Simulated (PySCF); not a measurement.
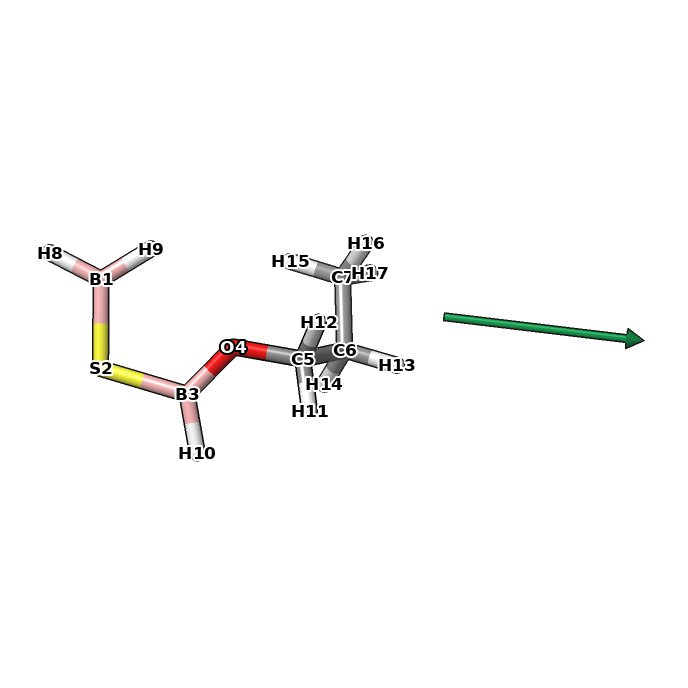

The arrow beside the molecule shows the direction of the dipole moment, from the negative to the positive end (its length means nothing). Computed geometry: GFN2-xTB optimisation. No frequency run is at hand to confirm it as a minimum. Level of theory: B3LYP/def2-SVPD, gas phase (PySCF 2.14.0).

How large is the dipole moment?

Answer. 2.96 D; it points from the side of H8 to the side of H13 (the outermost atoms at the two ends).

The geometry is semi-empirical. Around B such bond lengths and angles can be off by a tenth of an ångström or more and by several degrees, and values that hang on the shape move with them.
